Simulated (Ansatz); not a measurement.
Hf$_{3}$S

Input

```
crystal:
  lattice:
    - [4.2713983045, 0.0, 0.0]
    - [0.0, 4.2713983045, 0.0]
    - [0.0, 0.0, 4.2713983045]
  atoms:
    - { symbol: Hf, position: [0.0, 0.5, 0.5] }
    - { symbol: Hf, position: [0.5, 0.0, 0.5] }
    - { symbol: Hf, position: [0.5, 0.5, 0.0] }
    - { symbol: S, position: [0.0, 0.0, 0.0] }
basis:
  ecutwfc: 420
kpoints:
  mp_grid: { grid: [12, 12, 12] }
hamiltonian:
  xc: pbe
scf:
  occupations: { method: gaussian, width: 0.1 }
output:
  forces: true
  stress: true
  eigenvalues: true
  write_density: true
  write_potential: true
  elf: true
  volumetric_format: npy
relax:
  adjacent_minimum: "off"
  f_tol: 0.01
  max_steps: 80
  cell: { stress_tol: 0.05 }
```

Launched as:

```sh
ansatz run input.yaml --threads 1 --pin off --max-ram 2560MiB --backend cpu --events-out ev --progress --plain --runs-dir out
```

Below, planes, directions and counts refer to the conventional cell (a = 4.28 Å, b = 4.28 Å, c = 4.28 Å, α = 90.00°, β = 90.00°, γ = 90.00°).

The fields are those of the relaxed geometry.

Space group Pm-3m; started from the Cu3Au (L1_2)_221 prototype, which need not be the ambient phase.

Computed with Ansatz, DFT PBE, scalar-relativistic, plane waves, PAW.

What will maps of the valence pseudo-density and electron localisation function show?

Answer. Hf–S (3.03 Å): the density is about 0.18 e/Å³ at the midpoint; the ELF peaks at about 0.85 in the valence shell of S, 0.8 Å from its nucleus, and is about 0.15 at the midpoint; no localised pair shows between them.

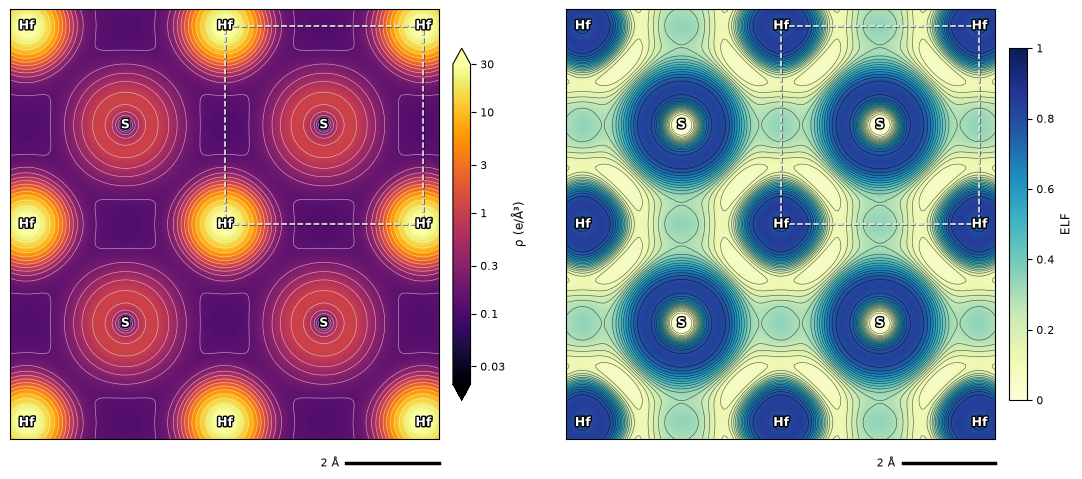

Computed valence pseudo-density and electron localisation function on the (001) plane of the conventional cell, in this order. 

In a PAW calculation such maps are meaningful between the atoms, not at the nuclei.
